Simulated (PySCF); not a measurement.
```xyz
20

C     3.0855   -0.6526   -1.6789
C     2.6588   -0.2548   -0.6276
Si    1.9690    0.3341    0.9856
C     0.0676    0.3262    0.8314
C    -0.4353   -1.0798    0.4973
C    -1.9494   -1.2194    0.5860
S    -2.8775   -0.6508   -0.9001
B    -2.1563    0.8713   -1.3614
Si   -0.6137    1.6195   -0.4197
H     3.4633   -0.9959   -2.5997
H     2.4600    1.6833    1.2743
H     2.3981   -0.6208    2.0207
H    -0.3301    0.5829    1.8204
H    -0.0995   -1.3723   -0.5018
H    -0.0062   -1.8031    1.1999
H    -2.2367   -2.2661    0.6876
H    -2.3418   -0.6666    1.4404
H    -2.6583    1.3597   -2.3007
H    -0.8887    2.8320    0.3776
H     0.4861    1.9836   -1.3345
```

Geometry: GFN2-xTB.

All numbers below come from PBE0/pcSseg-1, SCF density, gas phase, non-relativistic (PySCF).

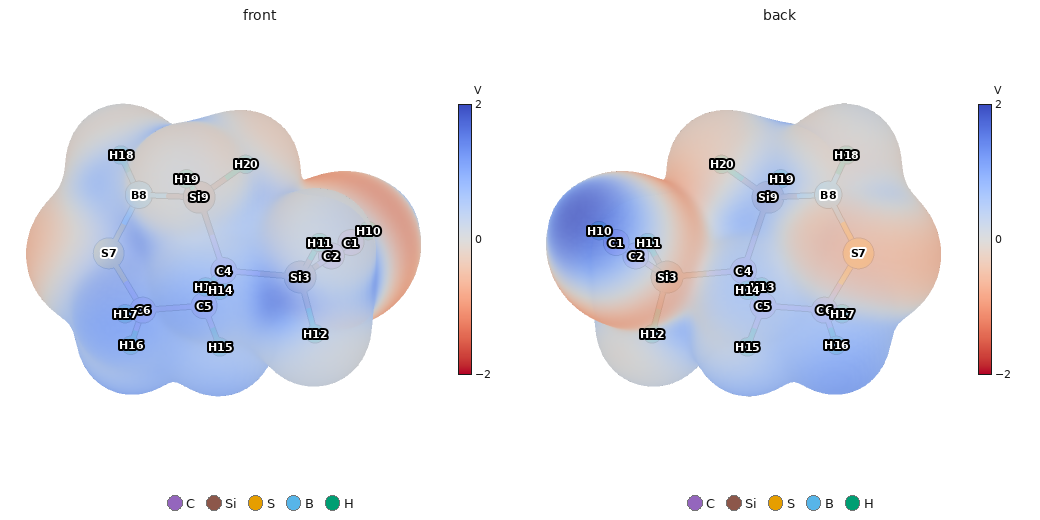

C5H11BSSi2. The electrostatic potential painted on the density surface at 0.002 e/bohr³, seen from the front and from behind; red is negative and blue positive.

Question: Where is the surface potential most negative and most positive?

Answer: The most negative region (about −0.8 V) lies over C1 and C2, the most positive (about +1.6 V) over H10.

Question: How polar is the molecule by this calculation?

Answer: Its dipole moment is 1.57 D.
